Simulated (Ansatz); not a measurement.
# One shape, several levels: GeH3 (SMILES [GeH3])

We compute a comparison of 6 runs (U-r2SCAN0/STO-3G, UB3LYP/STO-3G, UCAM-B3LYP/STO-3G, UPBE/STO-3G, USVWN5/STO-3G, UCCSDT/STO-3G) of GeH3. 

The results are computed with Ansatz 0.2.0.

27 further runs of the same task are left out: 1 that didn't finish, 26 set aside as unsound or not needed.

## Step 1: Starting point

GeH3 has 4 atoms, charge 0, and is taken as a doublet. As SMILES, `[GeH3]`. The H4–Ge1 distance was set to 2.309 Å, away from the relaxed value. At this shape a bond of the SMILES string is far longer than usual.

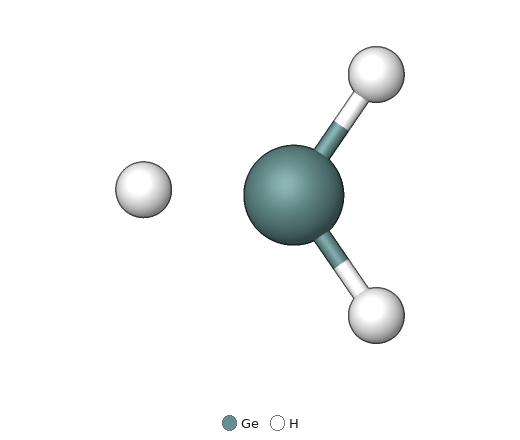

Viewed from a chosen angle; germanium teal, hydrogen white.

## Step 2: A single-point energy at U-r2SCAN0/STO-3G (run 1)

File in.yaml:

```yaml
crystal:
  periodic: [false, false, false]
  atoms:
    - {symbol: Ge, position_ang: [0.515316, -0.784986, 0.010314]}
    - {symbol: H, position_ang: [1.355716, -0.549486, 1.278014]}
    - {symbol: H, position_ang: [-0.582084, -1.834986, 0.259614]}
    - {symbol: H, position_ang: [-0.386800, 1.192200, -0.768800]}
basis:
  gaussian:
    orbitals: STO-3G
magnetization:
  spin_polarized: true
  initial_magnetization: 1
hamiltonian:
  xc: {name: r2SCAN0}
accuracy: high
```

Started as:

```
$ ansatz run in.yaml --threads 1 --pin off --max-ram 2610MiB --events-out events.jsonl --progress --plain --runs-dir runs
```

Standard output:

```text
Warning: RAYON_NUM_THREADS=1 ignored (pool sized by the plan → 1); use --threads N
Functional definition: r2SCAN0
  name "r2SCAN0"
  parameter a = 0.25
  parameter k0 = 0.174
  parameter k1 = 0.065
  parameter a1 = 4.9479
  exchange = (1 - a)*r2scan_x(k0 = k0, k1 = k1, a1 = a1) + a*exact_x
  correlation = r2scan_c
258 factors; integrals over basis functions are off by at most 1.8e-8 eV
mean field evaluation 1: about -55909.1498 eV, gradient 1.9e1 eV
mean field evaluation 2: about -55908.1842 eV, gradient 1.8e1 eV
mean field evaluation 4: about -55913.0386 eV, gradient 1.5e0 eV
mean field evaluation 8: about -55913.0447 eV, gradient 1.9e-1 eV
mean field evaluation 16: about -55913.0666 eV, gradient 3.8e-2 eV
mean field evaluation 32: about -55913.0669 eV, gradient 5.3e-7 eV
mean field -55913.06694134 eV, -2054.7673108563 hartree, gradient 5.1e-8 eV, S^2 0.841593; 2 other end points of the search recorded, 0 dependent functions left out
reference -55913.06694200 eV, -2054.7673108805 hartree; 18, 17 occupied and 3, 4 virtual orbitals, 258 factors
Total energy: -55913.06694200 eV, -2054.7673108805 hartree
```

It took 6.6 s on 1 thread of Arm Neoverse V1, shared host; peak memory 0.18 GiB.

## Step 3: The energy at UB3LYP/STO-3G (run 2)

File run.yaml:

```yaml
basis:
  gaussian: {orbitals: STO-3G}
crystal:
  periodic: [false, false, false]
  atoms:
    - symbol: Ge
      position_ang: [0.515316, -0.784986, 0.010314]
    - symbol: H
      position_ang: [1.355716, -0.549486, 1.278014]
    - symbol: H
      position_ang: [-0.582084, -1.834986, 0.259614]
    - symbol: H
      position_ang: [-0.386800, 1.192200, -0.768800]
magnetization: {spin_polarized: true, initial_magnetization: 1}
hamiltonian: {xc: {name: B3LYP}}
accuracy: high
```

Started as:

```
$ ansatz run run.yaml --threads 1 --pin off --max-ram 2610MiB --events-out events.jsonl --progress --plain --runs-dir runs
```

Standard output:

```text
Warning: RAYON_NUM_THREADS=1 ignored (pool sized by the plan → 1); use --threads N
Functional definition: B3LYP
  name "B3LYP"
  parameter a0 = 0.2
  parameter ax = 0.72
  parameter ac = 0.81
  exchange = (1 - a0 - ax)*slater_x + ax*b88_x + a0*exact_x
  correlation = (1 - ac)*vwn_rpa_c + ac*lyp_c
258 factors; integrals over basis functions are off by at most 1.8e-8 eV
mean field evaluation 1: about -55883.6770 eV, gradient 5.7e1 eV
mean field evaluation 2: about -55893.8374 eV, gradient 2.9e1 eV
mean field evaluation 4: about -55908.6496 eV, gradient 9.2e0 eV
mean field evaluation 8: about -55909.9240 eV, gradient 1.8e-1 eV
mean field evaluation 16: about -55909.9297 eV, gradient 6.7e-4 eV
mean field evaluation 32: about -55908.2567 eV, gradient 5.5e0 eV
mean field -55909.92973253 eV, -2054.6520205591 hartree, gradient 6.7e-8 eV, S^2 0.772283; 2 other end points of the search recorded, 0 dependent functions left out
reference -55909.92975752 eV, -2054.6520214774 hartree; 18, 17 occupied and 3, 4 virtual orbitals, 258 factors
Total energy: -55909.92975752 eV, -2054.6520214774 hartree
```

Run time: 1.9 s. Hardware: 1 thread of Arm Neoverse V1, shared host; peak memory 0.11 GiB.

Run 3 isn't shown in full; the table further down has it.

## Step 4: A single-point energy at UPBE/STO-3G (run 4)

File run.yaml:

```yaml
crystal:
  periodic: [false, false, false]
  atoms:
    - {symbol: Ge, position_ang: [0.515316, -0.784986, 0.010314]}
    - {symbol: H, position_ang: [1.355716, -0.549486, 1.278014]}
    - {symbol: H, position_ang: [-0.582084, -1.834986, 0.259614]}
    - {symbol: H, position_ang: [-0.386800, 1.192200, -0.768800]}
basis:
  gaussian: {orbitals: STO-3G}
hamiltonian: {xc: {name: PBE}}
accuracy: high
magnetization: {spin_polarized: true, initial_magnetization: 1}
```

Started as:

```
$ ansatz run run.yaml --threads 1 --pin off --max-ram 2610MiB --events-out events.jsonl --progress --plain --runs-dir runs
```

Standard output:

```text
Warning: RAYON_NUM_THREADS=1 ignored (pool sized by the plan → 1); use --threads N
Functional definition: PBE
  name "PBE"
  parameter kappa = 0.804
  parameter beta = 0.06672455060314922
  exchange = pbe_x(kappa = kappa, mu = beta*pi^2/3)
  correlation = pbe_c(beta = beta)
258 factors; integrals over basis functions are off by at most 1.8e-8 eV
mean field evaluation 1: about -55722.7741 eV, gradient 1.6e2 eV
mean field evaluation 2: about -55863.5755 eV, gradient 4.3e1 eV
mean field evaluation 4: about -55892.7192 eV, gradient 1.8e1 eV
mean field evaluation 8: about -55899.6687 eV, gradient 4.6e-1 eV
mean field evaluation 16: about -55899.6259 eV, gradient 2.5e-3 eV
mean field evaluation 32: about -55898.3038 eV, gradient 4.2e0 eV
mean field -55899.62591877 eV, -2054.2733623877 hartree, gradient 2.2e-8 eV, S^2 0.750945; 2 other end points of the search recorded, 0 dependent functions left out
reference -55899.62592051 eV, -2054.2733624514 hartree; 18, 17 occupied and 3, 4 virtual orbitals, 258 factors
Total energy: -55899.62592051 eV, -2054.2733624514 hartree
```

Run time: 1.6 s. Hardware: 1 thread of Arm Neoverse V1, shared host; peak memory 0.11 GiB.

Run 5 isn't shown in full; the table further down has it.

## Step 5: The energy at UCCSDT/STO-3G (run 6)

Edit run.yaml of step 4 so:

```diff
@@ -9,4 +9,5 @@
   gaussian: {orbitals: STO-3G}
-hamiltonian: {xc: {name: PBE}}
+magnetization: {spin_polarized: true, initial_magnetization: 1}
+correlation: {method: ccsdt, frozen_orbitals: {Ge: 9, H: 0}}
 accuracy: high
-magnetization: {spin_polarized: true, initial_magnetization: 1}
+scf: {omitted_lower_state_checks: [cluster_reference, increment]}
```

Started as:

```
$ ansatz run run.yaml --threads 1 --pin off --max-ram 2610MiB --events-out events.jsonl --progress --plain --runs-dir runs
```

Standard output (excerpt; [...] marks lines left out):

```text
Warning: RAYON_NUM_THREADS=1 ignored (pool sized by the plan → 1); use --threads N
Functional definition: HF
  name "HF"
[...]
258 factors; integrals over basis functions are off by at most 1.8e-8 eV
[...]
mean field -55873.58228405 eV, -2053.3162764646 hartree, gradient 2.4e-8 eV, S^2 1.113996; 2 other end points of the search recorded, 0 dependent functions left out
9 core orbitals not correlated: weight in the atoms' cores, before any rotation towards them, 1.000 or more for the frozen orbitals, at most 0.000 for the correlated occupied ones
reference -55873.58228405 eV, -2053.3162764646 hartree; 9, 8 occupied and 3, 4 virtual orbitals, 258 factors
second order -0.78209677 eV of doubles, -0.00000000 eV of singles
cycle   1  -1.08606619 eV  change   -3.0e-1 eV  update   6.4e-2
[...]
cycle  38  -1.95652299 eV  change   9.2e-10 eV  update  5.8e-10
Total energy: -55875.53880704 eV, -2053.3881773581 hartree
Checks for a lower state left out: cluster_reference, increment
```

Wall time 0.8 s (1 thread of Arm Neoverse V1, shared host).

## Step 6: The series

```
run              level  frozen core orbitals   energy (Eh)   ⟨S²⟩  wall time
  1   U-r2SCAN0/STO-3G                     –  -2054.767311  0.842      6.6 s
  2      UB3LYP/STO-3G                     –  -2054.652021  0.772      1.9 s
  3  UCAM-B3LYP/STO-3G                     –  -2054.693733  0.822      2.5 s
  4        UPBE/STO-3G                     –  -2054.273362  0.751      1.6 s
  5      USVWN5/STO-3G                     –  -2051.250150  0.751     0.99 s
  6      UCCSDT/STO-3G                     9  -2053.388177  1.114      0.8 s
```

## Step 7: What came out

```
                                          quantity           value
                               run 6: total energy  -2053.38818 Eh
run 6: correlation energy (9 core orbitals frozen)       -71.9 mEh
          run 6: ⟨S²⟩ of the reference determinant           1.114
                              run 6: T1 diagnostic           0.068
```

What this shows: Totals of different functionals can't be ranked against each other. In runs 1, 2, 3, 4, 5, 6 the basis is minimal, so the values are rough. Spin contamination of the reference: run 6 ⟨S²⟩ = 1.11. All runs together took 14 s, the longest 6.6 s.
